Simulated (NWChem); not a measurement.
# the pair SnH2F2···BH2F, step by step

Wanted: a single-point energy (singlet BSnH4F3, SVWN5/3-21G), then a single-point energy (singlet SnH2F2, SVWN5/3-21G), then the energy (singlet BH2F, SVWN5/3-21G), then a single-point energy (singlet SnH2F2, SVWN5/3-21G), then a single-point energy (singlet BH2F, SVWN5/3-21G) of BF3H4Sn and its partners. 

The calculation is run with NWChem 7.3.0.

### Step 1. The structure to begin with

The species is BSnH4F3 (9 atoms), meant as a singlet with charge 0. The two molecules were placed rigidly side by side, at 0.8 times their contact distance; the pair isn't optimised.

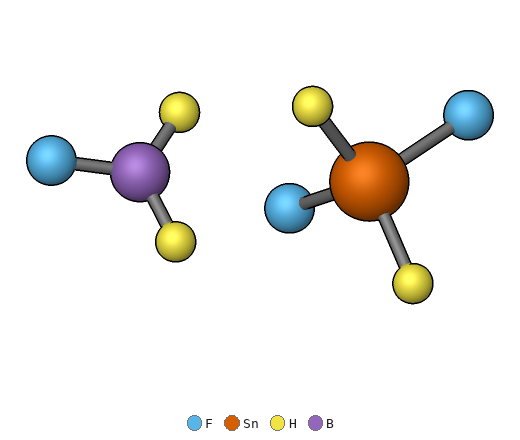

Viewed from a chosen angle; fluorine blue, tin orange, hydrogen yellow, boron purple.

### Step 2. The energy at SVWN5/3-21G (run 1)

The input, bf3h4sn.nw:

```
START bf3h4sn
TITLE "BF3H4Sn energy"
memory 2200 mb
GEOMETRY units angstrom noautosym nocenter noautoz
 F       -0.353500      -0.341540       1.749660
 Sn       0.118900      -0.058440      -0.077940
 F       -1.241200       1.125460      -0.704140
 H       -0.097400      -1.532340      -0.880840
 H        1.573200       0.806860      -0.086740
 B        2.309720      -0.233400       2.416170
 F        3.324120      -0.212900       3.255480
 H        1.633760       0.751440       2.332350
 H        2.124800      -1.235800       1.787670
END
BASIS spherical bse
 F library 3-21G
 Sn library 3-21G
 H library 3-21G
 B library 3-21G
END
DFT
 xc slater vwn_5
 mult 1
 grid fine
 convergence energy 1e-08
 maxiter 100
 mulliken
 print low
END
TASK dft energy
```

Command:

```
$ nwchem bf3h4sn.nw > bf3h4sn.out
```

The program printed:

```text
[...]
 d= 0,ls=0.0,diis     1  -6315.9956994252 -6.80D+03  5.57D-02  2.21D+00     1.2
[...]
 d= 0,ls=0.0,diis    12  -6316.2256541149 -3.27D-10  9.48D-08  4.03D-11     7.5
         Total DFT energy =    -6316.225654114856
      One electron energy =    -9683.146544810839
           Coulomb energy =     3077.747815631109
    Exchange-Corr. energy =     -190.423413670715
 Nuclear repulsion energy =      479.596488735591
[...]
      Total Density - Mulliken Population Analysis
     ---------------------------------------------
    Atom       Charge   Shell Charges
 -----------   ------   -------------------------------------------------------
    1 F    9     9.33   1.98  0.44  2.47  1.54  2.89
    2 Sn  50    49.04   2.00  2.00  6.00  2.00  5.99  2.00  5.95  0.95  1.51  0.30  0.37 10.00  9.98
    3 F    9     9.33   1.98  0.44  2.48  1.54  2.90
    4 H    1     1.12   0.38  0.74
    5 H    1     1.12   0.38  0.74
    6 B    5     4.88   1.98  0.43  1.23  0.66  0.58
    7 F    9     9.15   1.98  0.45  2.50  1.51  2.71
    8 H    1     1.00   0.44  0.56
    9 H    1     1.03   0.44  0.59
[...]
```

Wall time 8.1 s (1 thread of Intel Xeon Platinum 8375C at 2.90GHz (Ice Lake), shared host); peak memory 0.12 GiB.

### Step 3. SnH2F2: a single-point energy at SVWN5/3-21G (run 2)

The input, sp.nw:

```
start sp
title "F2H2Sn"
memory stack 880 mb heap 220 mb global 1100 mb
charge 0

geometry units angstroms noautosym nocenter noautoz
  F     -0.353500    -0.341540     1.749660
  Sn     0.118900    -0.058440    -0.077940
  F     -1.241200     1.125460    -0.704140
  H     -0.097400    -1.532340    -0.880840
  H      1.573200     0.806860    -0.086740
end

basis "ao basis" spherical bse
  F library 3-21G
  Sn library 3-21G
  H library 3-21G
end

dft
  xc slater vwn_5
  mult 1
  grid fine
  convergence energy 1e-08
  iterations 100
  mulliken
  noprint "final vectors analysis"
end

task dft
```

Command:

```
$ nwchem sp.nw > sp.out
```

The program printed:

```text
[...]
          Wavefunction type:  closed shell.
          No. of atoms     :     5
          No. of electrons :    70
[...]
          Charge           :     0
          Spin multiplicity:     1
[...]
          AO basis - number of functions:    53
[...]
              XC Information
              --------------
                        Slater Exchange Functional  1.000 local
                      VWN V Correlation Functional  1.000 local
[...]
 d= 0,ls=0.0,diis     1  -6191.7470152171 -6.49D+03  7.42D-02  1.61D+00     0.6
[...]
 d= 0,ls=0.0,diis    10  -6191.9129976860 -2.01D-09  6.32D-07  1.39D-09     3.1
         Total DFT energy =    -6191.912997686009
      One electron energy =    -9156.290890737708
           Coulomb energy =     2838.718878359393
    Exchange-Corr. energy =     -176.185943211324
 Nuclear repulsion energy =      301.844957903629
[...]
      Total Density - Mulliken Population Analysis
     ---------------------------------------------
    Atom       Charge   Shell Charges
 -----------   ------   -------------------------------------------------------
    1 F    9     9.35   1.98  0.44  2.48  1.54  2.91
    2 Sn  50    49.07   2.00  2.00  6.00  2.00  5.99  2.00  5.95  0.96  1.51  0.29  0.40 10.00  9.98
    3 F    9     9.35   1.98  0.44  2.48  1.54  2.91
    4 H    1     1.12   0.38  0.74
    5 H    1     1.12   0.38  0.74
[...]
```

Wall time 3.9 s (1 thread of Intel Xeon Platinum 8375C at 2.90GHz (Ice Lake), shared host); peak memory 0.11 GiB.

### Step 4. BH2F: the energy at SVWN5/3-21G (run 3)

The input, bfh2.nw:

```
echo
start bfh2
memory stack 880 mb heap 220 mb global 1100 mb
geometry noautosym nocenter noautoz
  B      2.309720    -0.233400     2.416170
  F      3.324120    -0.212900     3.255480
  H      1.633760     0.751440     2.332350
  H      2.124800    -1.235800     1.787670
end
basis "ao basis" spherical bse
  * library 3-21G
end
dft
  xc slater vwn_5
  grid fine
  convergence energy 1e-08
  iterations 100
  mulliken
  noprint "final vectors analysis"
end
task dft energy
```

Command:

```
$ nwchem bfh2.nw > bfh2.out
```

The program printed:

```text
[...]
          Wavefunction type:  closed shell.
          No. of atoms     :     4
          No. of electrons :    16
[...]
          Charge           :     0
          Spin multiplicity:     1
[...]
          AO basis - number of functions:    22
[...]
              XC Information
              --------------
                        Slater Exchange Functional  1.000 local
                      VWN V Correlation Functional  1.000 local
[...]
 d= 0,ls=0.0,diis     1   -124.2331332968 -1.51D+02  6.24D-02  6.09D-01     0.1
[...]
 d= 0,ls=0.0,diis    10   -124.2976182513 -7.79D-12  3.76D-08  2.14D-12     0.5
         Total DFT energy =     -124.297618251284
      One electron energy =     -226.140049045228
           Coulomb energy =       88.900585783110
    Exchange-Corr. energy =      -14.233853951416
 Nuclear repulsion energy =       27.175698962251
[...]
      Total Density - Mulliken Population Analysis
     ---------------------------------------------
    Atom       Charge   Shell Charges
 -----------   ------   -------------------------------------------------------
    1 B    5     4.83   1.98  0.43  1.23  0.65  0.53
    2 F    9     9.16   1.98  0.45  2.50  1.51  2.72
    3 H    1     1.00   0.44  0.57
    4 H    1     1.00   0.44  0.57
[...]
```

Wall time 1 s (1 thread of Intel Xeon Platinum 8375C at 2.90GHz (Ice Lake), shared host); peak memory 0.11 GiB.

### Step 5. SnH2F2 among ghost functions: a single-point energy at SVWN5/3-21G (with ghost functions) (run 4)

The input, mymol.nw:

```
start mymol
title "F2H2Sn"
memory 2200 mb
charge 0
geometry units angstrom noautosym nocenter noautoz
 F    -0.353500   -0.341540    1.749660
 Sn    0.118900   -0.058440   -0.077940
 F    -1.241200    1.125460   -0.704140
 H    -0.097400   -1.532340   -0.880840
 H     1.573200    0.806860   -0.086740
 bqB      2.309720    -0.233400     2.416170
 bqF      3.324120    -0.212900     3.255480
 bqH      1.633760     0.751440     2.332350
 bqH      2.124800    -1.235800     1.787670
end
basis spherical bse
 F library 3-21G
 Sn library 3-21G
 H library 3-21G
 bqB library B 3-21G
 bqF library F 3-21G
 bqH library H 3-21G
end
dft
 xc slater vwn_5
 grid fine
 convergence energy 1e-08
 iterations 100
 mulliken
 noprint "final vectors analysis"
end
task dft energy
```

Command:

```
$ nwchem mymol.nw > mymol.out
```

The program printed:

```text
[...]
          Wavefunction type:  closed shell.
          No. of atoms     :     9
          No. of electrons :    70
[...]
          Charge           :     0
          Spin multiplicity:     1
[...]
          AO basis - number of functions:    75
[...]
              XC Information
              --------------
                        Slater Exchange Functional  1.000 local
                      VWN V Correlation Functional  1.000 local
[...]
 d= 0,ls=0.0,diis     1  -6191.7601685303 -6.49D+03  5.12D-02  1.59D+00     1.1
[...]
 d= 0,ls=0.0,diis    11  -6191.9253491713 -3.53D-10  2.13D-07  4.76D-10     6.8
         Total DFT energy =    -6191.925349171283
      One electron energy =    -9155.975959240353
           Coulomb energy =     2838.372237203661
    Exchange-Corr. energy =     -176.166585038219
 Nuclear repulsion energy =      301.844957903629
[...]
      Total Density - Mulliken Population Analysis
     ---------------------------------------------
    Atom       Charge   Shell Charges
 -----------   ------   -------------------------------------------------------
    1 F    9     9.33   1.98  0.44  2.47  1.54  2.89
    2 Sn  50    49.04   2.00  2.00  6.00  2.00  5.99  2.00  5.95  0.95  1.52  0.30  0.36 10.00  9.98
    3 F    9     9.34   1.98  0.44  2.48  1.54  2.90
    4 H    1     1.12   0.38  0.74
    5 H    1     1.12   0.38  0.74
    6 X    0     0.06  -0.00 -0.00 -0.00  0.02  0.04
    7 X    0    -0.00  -0.00  0.00  0.00 -0.00 -0.00
    8 X    0     0.01  -0.00  0.01
    9 X    0    -0.00  -0.00 -0.00
[...]
```

It took 7.5 s on 1 thread of Intel Xeon Platinum 8375C at 2.90GHz (Ice Lake), shared host; peak memory 0.12 GiB.

### Step 6. BH2F among ghost functions: the energy at SVWN5/3-21G (with ghost functions) (run 5)

The input, sp.nw:

```
start sp
title "BFH2 SVWN5"
memory total 2200 mb

geometry units angstrom noautosym nocenter noautoz
  B     2.309720   -0.233400    2.416170
  F     3.324120   -0.212900    3.255480
  H     1.633760    0.751440    2.332350
  H     2.124800   -1.235800    1.787670
  bqF     -0.353500    -0.341540     1.749660
  bqSn     0.118900    -0.058440    -0.077940
  bqF     -1.241200     1.125460    -0.704140
  bqH     -0.097400    -1.532340    -0.880840
  bqH      1.573200     0.806860    -0.086740
end

basis spherical bse
  B library 3-21G
  F library 3-21G
  H library 3-21G
  bqF library F 3-21G
  bqSn library Sn 3-21G
  bqH library H 3-21G
end

dft
  xc slater vwn_5
  grid fine
  convergence energy 1e-08
  maxiter 100
  mulliken
  print low
end

task dft energy
```

Command:

```
$ nwchem sp.nw > sp.out
```

The program printed:

```text
[...]
 d= 0,ls=0.0,diis     1   -124.2355707078 -1.51D+02  1.82D-02  6.09D-01     0.8
[...]
 d= 0,ls=0.0,diis    10   -124.2998935729 -8.19D-12  1.36D-08  3.27D-12     5.0
         Total DFT energy =     -124.299893572907
      One electron energy =     -226.120880952597
           Coulomb energy =       88.876490398533
    Exchange-Corr. energy =      -14.231201981094
 Nuclear repulsion energy =       27.175698962251
[...]
      Total Density - Mulliken Population Analysis
     ---------------------------------------------
    Atom       Charge   Shell Charges
 -----------   ------   -------------------------------------------------------
    1 B    5     4.83   1.98  0.43  1.24  0.65  0.53
    2 F    9     9.16   1.98  0.45  2.50  1.51  2.72
    3 H    1     1.00   0.44  0.56
    4 H    1     1.00   0.44  0.56
    5 X    0    -0.00   0.00  0.00  0.00 -0.00 -0.00
    6 X    0     0.01  -0.00 -0.00  0.00 -0.00 -0.00 -0.00  0.00 -0.00 -0.00  0.00  0.01 -0.00 -0.00
    7 X    0    -0.00   0.00  0.00  0.00 -0.00 -0.00
    8 X    0    -0.00   0.00 -0.00
    9 X    0    -0.00   0.00 -0.00
[...]
```

Wall time 5.7 s (1 thread of Intel Xeon Platinum 8375C at 2.90GHz (Ice Lake), shared host); peak memory 0.12 GiB.

### Step 7. Summary of results

| quantity | value |
| --- | --- |
| run 1, SVWN5/3-21G: total energy | -6316.22565 Eh |
| SnH2F2: total energy | -6191.91300 Eh |
| SnH2F2: dipole moment | 2.67 D |
| BH2F: total energy | -124.29762 Eh |
| BH2F: dipole moment | 0.28 D |
| SnH2F2 among ghost functions: total energy | -6191.92535 Eh |
| SnH2F2 among ghost functions: dipole moment | 2.71 D |
| BH2F among ghost functions: total energy | -124.29989 Eh |
| interaction energy of the rigid parts SnH2F2 and BH2F (parts in their own basis; closest atoms 2.34 Å apart) | -0.409 eV |
| interaction energy of the rigid parts SnH2F2 and BH2F (parts in the whole basis, counterpoise; closest atoms 2.34 Å apart) | -0.011 eV |

The interaction energy of the rigid parts SnH2F2 and BH2F (parts in their own basis; closest atoms 2.34 Å apart) is −0.41 eV (−39.5 kJ/mol): the parts attract. Without counterpoise this holds the superposition error of the basis. The interaction energy of the rigid parts SnH2F2 and BH2F (parts in the whole basis, counterpoise; closest atoms 2.34 Å apart) is −0.01 eV (−0.3 kcal/mol). The basis-set superposition error is 38.4 kJ/mol. Relativity is left out (run 1, SVWN5/3-21G) although the molecule holds a heavy atom. Mulliken charges (SnH2F2) run from -0.35 on F1 to +0.93 on Sn2; they depend strongly on the basis. Relativity is left out (SnH2F2) although the molecule holds a heavy atom.
